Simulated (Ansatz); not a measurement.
# CH3Si2 (doublet): what the fields show

| atom | x (Å) | y (Å) | z (Å) |
| --- | --- | --- | --- |
| Si | 1.2227 | -2.4080 | 1.2267 |
| C | 0.5217 | -1.0741 | 0.5077 |
| Si | 0.1947 | 0.5153 | 0.0165 |
| H | 0.6450 | -3.7796 | 1.0335 |
| H | 0.6903 | 1.0997 | -1.2510 |
| H | -0.7355 | 1.4189 | 0.7320 |

Geometry: PBE0-D4/def2-TZVP.

Level of theory: Ansatz 0.2.0, UKS PBE0-D4/def2-TZVPP.

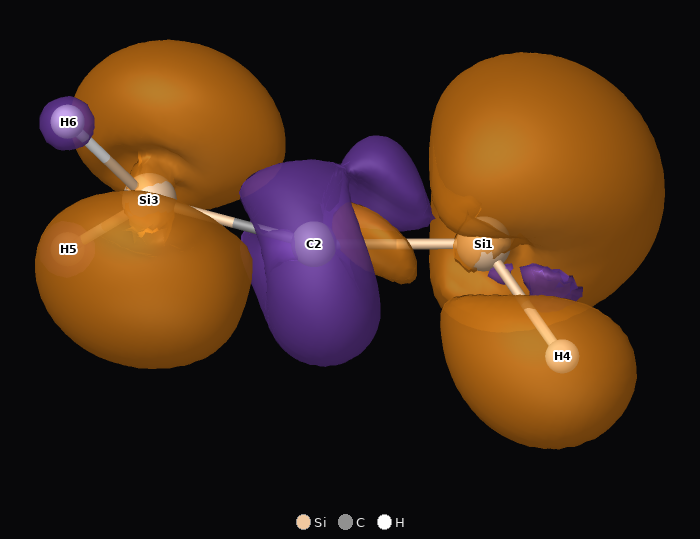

Figure 1. Isosurfaces of the spin density at +0.015 (orange) and −0.015 e/Å³ (purple), seen at an oblique angle.

Describe the spin distribution.

Answer. The unpaired spin (1 electron) lies mostly on Si1 (about 0.7), Si3 (about 0.3) and H4 (about 0.1), in electrons by Hirshfeld's partition, with opposite, polarisation-induced spin on C2.

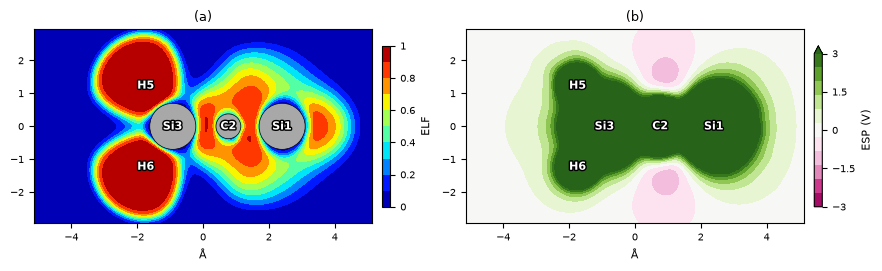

Figure 2. (a) electron localisation function; (b) electrostatic potential on the plane of atoms H5, Si3 and H6. Grey discs cover the atomic cores in the ELF map.

Read the bonding off the picture.

Answer. The plane passes through Si, C and H nuclei.
C–Si (1.67 Å): the ELF peaks at about 0.90 between the atoms, as expected for localised, covalent bonding.
Si–H (1.48 Å): the ELF climbs to about 1 towards the hydrogen, as it does in any bond to H.
Outside the dense part of the molecule the potential is most negative (−1.1 V) near C2.

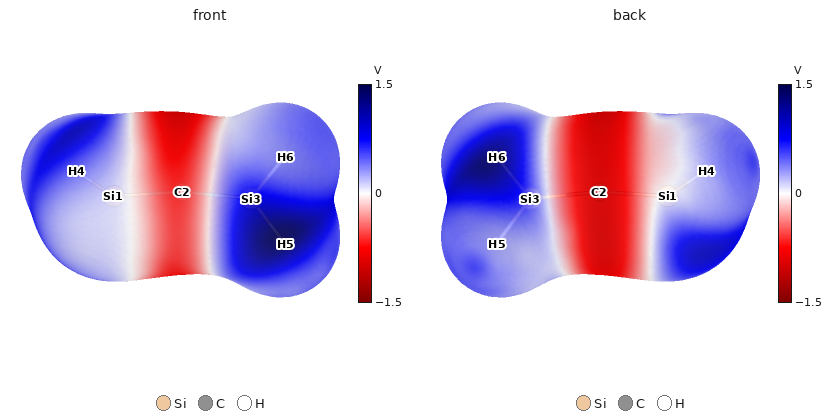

Figure 3. The molecular electrostatic potential painted on the density surface at 0.002 e/bohr³, seen from the front and from behind; red is negative and blue positive.

Which sites attract a positive test charge, and which a negative one?

Answer. A positive charge is drawn to the negative regions and a negative charge to the positive ones. The most negative region (about −1.0 V) lies over C2, the most positive (about +1.4 V) over Si3.
